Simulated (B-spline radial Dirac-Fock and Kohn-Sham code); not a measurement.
# Inner shells of W⁵⁸⁺

What does theory give for W⁵⁸⁺? The session works out its X-ray form factor and Compton profile and the binding energy of each subshell.

The numbers are computed with B-spline radial Dirac-Fock and Kohn-Sham code (version 2): a free atom or ion on a radial basis; each step names its model.

### Step 1. What is computed

Tungsten as W⁵⁸⁺ in the configuration [Ne] 3s2 3p4.

| Property | Result |
| --- | --- |
| nuclear charge | 74 |
| electrons | 16 |
| mass number | 184 |
| nuclear rms radius | 5.3658 fm |

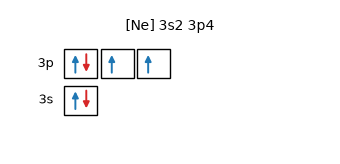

The shells outside the core; arrows follow Hund's rule for the drawing alone (heavy ions are jj-coupled), while the calculation averages over the configuration.

### Step 2. Form factor and Compton profile

Model: Dirac-Fock average of configuration, finite nucleus; form factor of the spherical density, Waller-Hartree incoherent function, impulse-approximation Compton profiles.

Recorded inputs:

```ini
task = scatter
Z = 74
charge = 58
configuration = 1s2 2s2 2p6 3s2 3p4
mass_number = 184
rms_radius = 5.3658  # fm
s = [0.0, 0.05, 0.06, 0.08, 0.1, 0.12, 0.15, 0.19, 0.24, 0.31, 0.39, 0.49, 0.62, 0.78, 0.99, 1.25, 1.57, 1.99, 2.51, 3.16, 3.99, 5.04, 6.37]  # 1/A
pz = [0, 0.1, 0.2, 0.3, 0.4, 0.5, 0.6, 0.8, 1.0, 1.2, 1.4, 1.6, 1.8, 2.0, 2.5, 3.0, 4.0, 5.0, 7.0, 10.0, 15.0, 20.0, 30.0, 40.0, 60.0, 100.0]  # a.u.
photon_energy = [1000, 2000, 5000, 8047.8, 10000, 17479.3, 100000, 1000000]  # eV
```

From the run's result record (rounded, not every field):

```text
{
  "status": "converged",
  "form_factor [e]": [16.0, 15.995, 15.993, 15.987, 15.979, 15.97, 15.953, 15.925, 15.881, 15.802, 15.689, 15.514, 15.234, 14.817, 14.169, 13.253, 12.041, 10.475, 8.795, 7.2464, 5.9773, 4.8819, 3.7089],
  "incoherent": [2.3714e-12, 0.0061934, 0.0089167, 0.015844, 0.024741, 0.035599, 0.055543, 0.088902, 0.14131, 0.23418, 0.36703, 0.57062, 0.8913, 1.3588, 2.0611, 3.0052, 4.1742, 5.5736, 6.9916, 8.3398, 9.6446, 10.948, 12.235],
  "compton_total [1/a.u.]": [0.51741, 0.51737, 0.51726, 0.51706, 0.51679, 0.51643, 0.516, 0.51491, 0.51351, 0.5118, 0.50979, 0.50749, 0.50489, 0.50201, 0.49359, 0.48354, 0.45915, 0.43019, 0.36508, 0.2719, 0.17188, 0.12072, 0.06214, 0.032405, 0.010987, 0.0022274],
  "shells": ["1s1/2", "2s1/2", "2p1/2", "2p3/2", "3s1/2", "3p1/2", "3p3/2"],
  "occupation": [2.0, 2.0, 2.0, 4.0, 2.0, 1.3333, 2.6667],
  "mean_momentum [a.u.]": [77.053, 27.96, 36.664, 32.538, 15.573, 18.425, 17.256],
  "r2 [bohr^2]": 0.28197,
  "r_inverse [1/bohr]": 379.91,
  "r1 [bohr]": 1.6985,
  "coherent [b]": [170.16, 169.73, 166.78, 161.45, 156.99, 135.22, 25.029, 0.4416],
  "incoherent_cross_section [b]": [0.0053294, 0.021151, 0.12792, 0.3162, 0.47056, 1.1998, 4.9305, 3.277],
  "radial_jk": {
    "3p": {"j0": [1.0, 0.99929, 0.99898, 0.99818, 0.99716, 0.99591, 0.99362, 0.98978, 0.98374, 0.97301, 0.95759, 0.93381, 0.89597, 0.83999, 0.75402, 0.6351, 0.48343, 0.30046, 0.13073, 0.021495, 0.00095149, 0.03841, 0.062911], "j2": [0.0, 0.00028425, 0.00040924, 0.00072716, 0.0011354, 0.0016337, 0.0025488, 0.0040791, 0.0064825, 0.010738, 0.01682, 0.026123, 0.040721, 0.061838, 0.093031, 0.13331, 0.17848, 0.2191, 0.23001, 0.19074, 0.10591, 0.024747, -0.0036369], "r2": 0.038586, "r4": 0.0022687, "r6": 0.00018233}
  }
}
```

The scattering functions against s = sin θ / λ:

| s (1/Å) | f (e) | f / N | S(s) |
| --- | --- | --- | --- |
| 0 | 16.00 | 1.000 | 0 |
| 0.0600 | 15.99 | 1.000 | 0.008917 |
| 0.100 | 15.98 | 0.999 | 0.02474 |
| 0.150 | 15.95 | 0.997 | 0.05554 |
| 0.240 | 15.88 | 0.993 | 0.1413 |
| 0.390 | 15.69 | 0.981 | 0.3670 |
| 0.620 | 15.23 | 0.952 | 0.8913 |
| 0.990 | 14.17 | 0.886 | 2.061 |
| 1.57 | 12.04 | 0.753 | 4.174 |
| 2.51 | 8.795 | 0.550 | 6.992 |
| 3.99 | 5.977 | 0.374 | 9.645 |
| 6.37 | 3.709 | 0.232 | 12.24 |

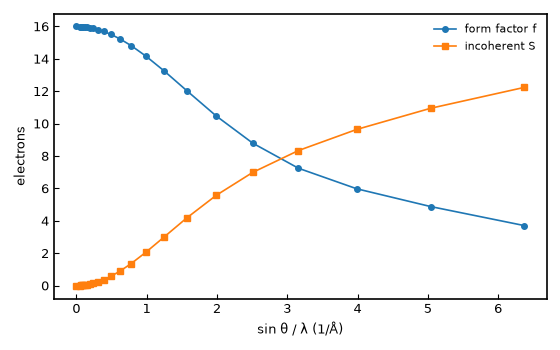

Form factor and incoherent scattering function.

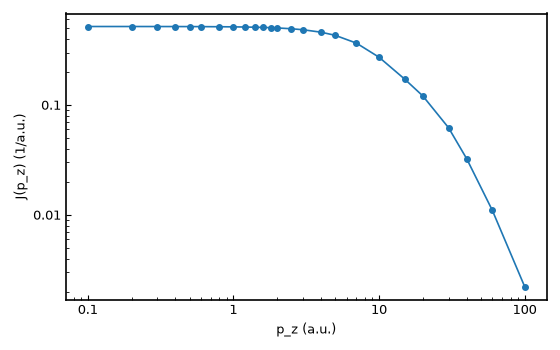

Compton profile, summed over all shells.

### Step 3. Hole states by ΔSCF

Model: Dirac-Fock average of configuration, Delta-SCF, finite nucleus, first-order Breit with its frequency dependence, self-energy and vacuum polarisation.

Recorded inputs:

```ini
task = binding
```

From the run's result record (rounded, not every field):

```text
{
  "status": "converged",
  "shells": ["K", "L1", "L2", "L3", "M1", "M2,3"],
  "total_energy_parts [Ha]": [-12518.9304, 16.0608207, -1.51618804, -0.308301919, 13.9270774, -2.52208236],
  "koopmans [eV]": [74455.0, 16515.0, 15996.9, 14611.4, 6534.65, 6103.89],
  "dirac_coulomb [eV]": [74422.8, 16508.4, 15988.1, "-", 6533.88, 6103.05],
  "gaunt [eV]": [-251.778, -27.859, -45.9519, "-", -6.87247, -8.96979],
  "retardation [eV]": [18.5705, 2.15945, 4.41407, "-", 0.776179, 1.46729],
  "breit_frequency [eV]": [3.96883, -0.28895, -0.0827206, "-", -0.0897649, 0.273064],
  "self_energy [eV]": [-148.416, -21.9445, -0.273762, "-", -5.90573, -0.489147],
  "vacuum_polarisation [eV]": [28.1242, 3.88887, 0.172688, "-", 1.01306, -0.00437844],
  "binding [eV]": [74073.3, 16464.3, 15946.3, "-", 6522.8, 6095.32],
  "mean_radius [bohr]": [0.0183395, 0.075989, 0.0629625, 0.0705968, 0.185814, 0.186307]
}
```

total_energy_parts: Dirac-Coulomb, Gaunt, retardation, frequency dependence, self-energy, vacuum polarisation. Blank entries are hole states that did not converge, or in which two open shells of one symmetry are about equally filled, where the average of configuration falls too low.

Each level as Koopmans' value plus corrections (eV):

| level | -ε | relaxation | Breit | QED | binding |
| --- | --- | --- | --- | --- | --- |
| K | 74455.0 | -32.20 | -229.24 | -120.29 | 74073.3 |
| L1 | 16515.0 | -6.65 | -25.99 | -18.06 | 16464.3 |
| L2 | 15996.9 | -8.89 | -41.62 | -0.10 | 15946.3 |
| M1 | 6534.7 | -0.77 | -6.19 | -4.89 | 6522.8 |
| M2,3 | 6103.9 | -0.84 | -7.23 | -0.49 | 6095.3 |

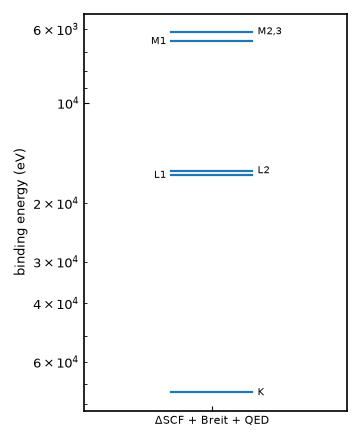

The levels on a logarithmic scale.

### Step 4. What came out

```
                                quantity          value
        rms radius of the electron cloud     0.133 bohr
                   form factor halves at        2.8 1/Å
                 Compton profile at zero  0.5174 1/a.u.
            deepest level listed, K (1s)     74073.3 eV
                  least bound, M2,3 (3p)      6095.3 eV
ionisation energy, NIST (semi-empirical)     5970.00 eV
```

**Reading.** f falls from 16 to half of that at s = 2.8 1/Å. Incoherent scattering outweighs coherent from 1000 keV on, among the energies asked. The K (1s) level lies 32.2 eV under Koopmans' value by relaxation alone; Breit gives -229.24 and QED -120.29 eV. NIST's ionisation energy differs by -125.32 eV from the least binding energy; the calculation averages open shells over their j components and terms. The Hartree-Fock and Dirac-Fock values hold no electron correlation.
